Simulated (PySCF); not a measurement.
# [LaH4]−: other functionals and bases at one geometry

Aim: see how levels, charges and forces of [LaH4]− depend on the level of theory. It is a constructed species; whether it can be made isn't addressed.

Method: several levels, as the steps say, no spin–orbit coupling; program: PySCF 2.14.0.

1 further run of the same task is left out (for a known fault of the program).

### 1 Starting geometry

5 atoms, charge -1, spin multiplicity 1.

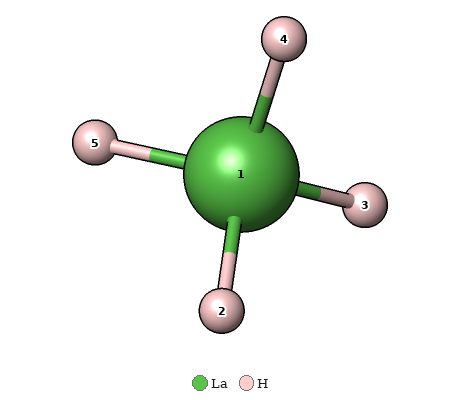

The structure; lanthanum green, hydrogen pink; atoms are numbered from 1 in the order of the file.

Coordinates:

```xyz
5
H4La
La    0.0000    0.0000    0.0000
H     1.2805    1.2805    1.2805
H    -1.2805   -1.2805    1.2805
H     1.2805   -1.2805   -1.2805
H    -1.2805    1.2805   -1.2805
```

Formal oxidation states: La +3. The 4f shell is empty and lies in the core potential. An earlier session relaxed this geometry at PBE0, La lcecp-1-SVP with ECP46, H def2-SVP (singlet, point group Td).

At PBE0 on the finer grid: E = -33.926100 Eh, HOMO -2.15 eV, LUMO 3.49 eV, Mulliken charge on La1 +0.32 e, largest force component 0.001 eV/Å. The large-core potential holds the 4f shell empty.

Levels to run: BP86; M06-L; PBE0, TZVP. Hardware: 2 threads of Arm Neoverse V1, shared host.

### 2 BP86

run.py (the lines that set the calculation)

```python
mol = gto.M(atom='''
La     0.00000     0.00000     0.00000
H      1.28048     1.28048     1.28048
H     -1.28048    -1.28048     1.28048
H      1.28048    -1.28048    -1.28048
H     -1.28048     1.28048    -1.28048''',
    basis={'La': 'lcecp-1-SVP', 'H': 'def2-SVP'},
    ecp={'La': 'lcecp-1-SVP'},
    charge=-1, spin=0)
mf = dft.RKS(mol, xc='B88,P86')
mf.grids.atom_grid = (75, 302)  # f atoms: unpruned, at least (60, 302)
mf = mf.density_fit()  # fitting sets: La AutoAux, H def2-universal-JKFIT
mf.conv_tol = 1e-08; mf.max_cycle = 55
mf.kernel(dm0)  # dm0: the density of the relaxed state
```

Launch:

```bash
$ OMP_NUM_THREADS=2 python run.py
```

Output:

```text
init E= -34.0151216382073
  HOMO = -0.0409194596745083  LUMO = 0.0917823449899783  gap/eV = 3.61100
cycle= 1 E= -34.0161136330326  delta_E= -0.000992  |g|= 0.0245  |ddm|= 0.22
  HOMO = -0.0392809749545559  LUMO = 0.0993457991439239  gap/eV = 3.77223
cycle= 2 E= -34.0158713321244  delta_E= 0.000242  |g|= 0.0321  |ddm|= 0.142
  HOMO = -0.0408116964341654  LUMO = 0.0944694933016076  gap/eV = 3.68119
cycle= 3 E= -34.0164449833811  delta_E= -0.000574  |g|= 0.00037  |ddm|= 0.0839
  HOMO = -0.0406804030054762  LUMO = 0.0945522266964474  gap/eV = 3.67987
cycle= 4 E= -34.0164450627332  delta_E= -7.94e-08  |g|= 0.000127  |ddm|= 0.0016
  HOMO = -0.0407322013854846  LUMO = 0.0945127970630281  gap/eV = 3.68020
cycle= 5 E= -34.0164450718619  delta_E= -9.13e-09  |g|= 1.55e-05  |ddm|= 0.000293
  HOMO = -0.0407298803386044  LUMO = 0.0945185046536434  gap/eV = 3.68030
Extra cycle  E= -34.0164450717571  delta_E= 1.05e-10  |g|= 2.11e-05  |ddm|= 9.57e-05
converged SCF energy = -34.0164450717571
```

Run time: 1.4 s. Hardware: 2 threads of Arm Neoverse V1, shared host.

Read off: E = -34.016445 Eh, HOMO -1.11 eV, LUMO 2.57 eV, Mulliken charge on La1 +0.13 e, largest force component 0.025 eV/Å. The large-core potential holds the 4f shell empty.

### 3 M06-L

run.py (the lines that set the calculation), as its differences from that of step 2:

```diff
@@ -9,3 +9,3 @@
     charge=-1, spin=0)
-mf = dft.RKS(mol, xc='B88,P86')
+mf = dft.RKS(mol, xc='M06L')
 mf.grids.atom_grid = (75, 302)  # f atoms: unpruned, at least (60, 302)
```

Launch:

```bash
$ OMP_NUM_THREADS=2 python run.py
```

Output:

```text
init E= -33.9316015698151
  HOMO = -0.0494968889427773  LUMO = 0.116892159966571  gap/eV = 4.52768
cycle= 1 E= -33.9337245293316  delta_E= -0.00212  |g|= 0.0193  |ddm|= 0.232
  HOMO = -0.0473161443641505  LUMO = 0.117406221148577  gap/eV = 4.48232
cycle= 2 E= -33.9337806788322  delta_E= -5.61e-05  |g|= 0.0161  |ddm|= 0.0605
  HOMO = -0.0466776063091353  LUMO = 0.120822511684559  gap/eV = 4.55791
cycle= 3 E= -33.933923673399  delta_E= -0.000143  |g|= 0.00268  |ddm|= 0.0493
  HOMO = -0.0470441128443776  LUMO = 0.120622480477186  gap/eV = 4.56244
cycle= 4 E= -33.9339277353835  delta_E= -4.06e-06  |g|= 0.000466  |ddm|= 0.00713
  HOMO = -0.0468254983203656  LUMO = 0.120863276999463  gap/eV = 4.56304
cycle= 5 E= -33.9339278472651  delta_E= -1.12e-07  |g|= 4.53e-05  |ddm|= 0.00197
  HOMO = -0.0468313174273377  LUMO = 0.120858240270814  gap/eV = 4.56307
cycle= 6 E= -33.9339278485376  delta_E= -1.27e-09  |g|= 1.48e-06  |ddm|= 0.000105
  HOMO = -0.0468304598886646  LUMO = 0.120859064990172  gap/eV = 4.56306
Extra cycle  E= -33.9339278485386  delta_E= -9.09e-13  |g|= 3.92e-07  |ddm|= 7.74e-06
converged SCF energy = -33.9339278485386
```

Wall time 2 s (2 threads of Arm Neoverse V1, shared host).

Result: E = -33.933928 Eh, HOMO -1.27 eV, LUMO 3.29 eV, Mulliken charge on La1 +0.63 e, largest force component 0.073 eV/Å. The large-core potential holds the 4f shell empty.

### 4 PBE0, TZVP

Basis: La lcecp-1-TZVP with ECP46, H def2-TZVP. 

run.py (the lines that set the calculation)

```python
mol = gto.M(atom='''
La     0.00000     0.00000     0.00000
H      1.28048     1.28048     1.28048
H     -1.28048    -1.28048     1.28048
H      1.28048    -1.28048    -1.28048
H     -1.28048     1.28048    -1.28048''',
    basis={'La': 'lcecp-1-TZVP', 'H': 'def2-TZVP'},
    ecp={'La': 'lcecp-1-TZVP'},
    charge=-1, spin=0)
mf = dft.RKS(mol, xc='PBE0')
mf.grids.atom_grid = (75, 302)  # f atoms: unpruned, at least (60, 302)
mf = mf.density_fit()  # fitting sets: La AutoAux, H def2-universal-JKFIT
mf.conv_tol = 1e-08; mf.max_cycle = 55
mf.kernel(dm0)  # dm0: free metal ions and neutral atoms
```

Launch:

```bash
$ OMP_NUM_THREADS=2 python run.py
```

Output:

```text
init E= -33.4875318819114
  HOMO = -0.00715455644369694  LUMO = 0.147027743212292  gap/eV = 4.19551
cycle= 1 E= -33.9228867411226  delta_E= -0.435  |g|= 0.118  |ddm|= 1.61
  HOMO = -0.106135081522843  LUMO = 0.100309083889391  gap/eV = 5.61763
cycle= 2 E= -33.9304279670637  delta_E= -0.00754  |g|= 0.0671  |ddm|= 0.546
  HOMO = -0.0828250495119545  LUMO = 0.127324479179031  gap/eV = 5.71846
cycle= 3 E= -33.9325115245479  delta_E= -0.00208  |g|= 0.0137  |ddm|= 0.213
  HOMO = -0.0804962546387699  LUMO = 0.127285309365873  gap/eV = 5.65402
cycle= 4 E= -33.932590936541  delta_E= -7.94e-05  |g|= 0.0013  |ddm|= 0.029
  HOMO = -0.0802400368883056  LUMO = 0.127789809222227  gap/eV = 5.66078
cycle= 5 E= -33.9325919973482  delta_E= -1.06e-06  |g|= 9.53e-05  |ddm|= 0.00606
  HOMO = -0.0802477104278487  LUMO = 0.127768046625025  gap/eV = 5.66040
cycle= 6 E= -33.9325920020773  delta_E= -4.73e-09  |g|= 6.25e-06  |ddm|= 0.000311
  HOMO = -0.0802460110874603  LUMO = 0.127771319499403  gap/eV = 5.66044
Extra cycle  E= -33.9325920020881  delta_E= -1.08e-11  |g|= 5.09e-06  |ddm|= 3.61e-05
converged SCF energy = -33.9325920020881
```

It took 3.1 s on 2 threads of Arm Neoverse V1, shared host.

Result: E = -33.932592 Eh, HOMO -2.18 eV, LUMO 3.48 eV, Mulliken charge on La1 +0.57 e, largest force component 0.003 eV/Å. The large-core potential holds the 4f shell empty.

### 5 All levels side by side

| level | state | HOMO (eV) | gap (eV) | charge on La1 (e) | dipole (D) | largest force (eV/Å) | basis functions | time |
| --- | --- | --- | --- | --- | --- | --- | --- | --- |
| PBE0 (relaxed here) | singlet | -2.15 | 5.63 | 0.32 | 0.00 | 0.00 | 53 | 2.7 s |
| BP86 | singlet | -1.11 | 3.68 | 0.13 | 0.00 | 0.03 | 53 | 1.4 s |
| M06-L | singlet | -1.27 | 4.56 | 0.63 | 0.00 | 0.07 | 53 | 2 s |
| PBE0, TZVP | singlet | -2.18 | 5.66 | 0.57 | 0.00 | 0.00 | 71 | 3.1 s |

Times are on 2 threads of Arm Neoverse V1, shared host; the first row also made further properties. The dipole of a charged species depends on the origin, so these sizes hold for this origin alone.

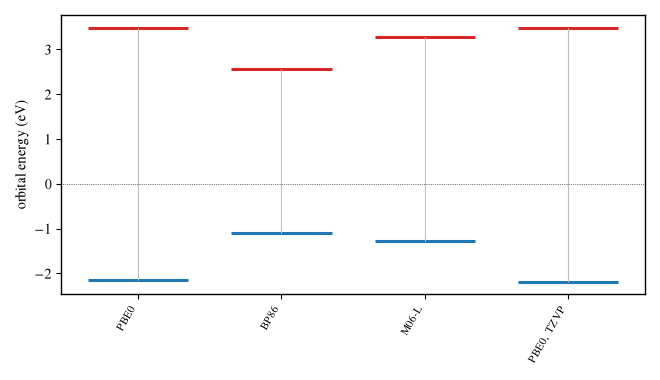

Highest filled and lowest empty level, method by method.

In one basis the HOMO–LUMO gap runs from 3.68 eV (BP86) to 5.63 eV (PBE0). The largest leftover force, 0.07 eV/Å with M06-L, stands at a geometry relaxed at another level. The Mulliken charge on La spans +0.13 to +0.63 e over the levels. With 4f in the core, its levels are missing from HOMO and gap. Total energies of different levels can't be compared. Spin–orbit coupling is left out throughout.
